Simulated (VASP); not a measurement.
Band structure of YSi (relaxed from the zinc blende structure, space group F-43m). All values below come from PBE GGA, VASP's PBE PAW potentials (set 64) (plane waves; VASP).

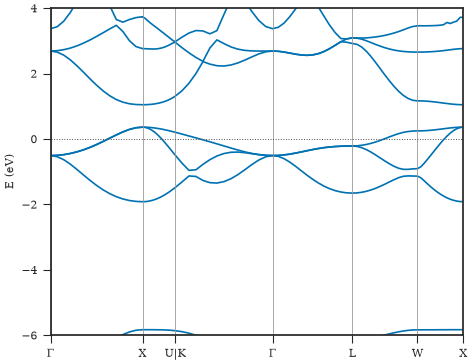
Bands along high-symmetry lines, zero at the valence-band maximum or, without a gap, the Fermi level

Question: Read the plot: is there a gap, and where are the band edges?

Answer: It has no gap at this level: it comes out as a metal or semimetal. (Edges off the drawn lines would not show.)

The structure was generated: YSi was put into the zinc blende type (F-43m), which need not be its known phase. It was relaxed first, which changed the volume by -19 %. The electron count is odd and the run is not spin-polarised, which forces a metal.
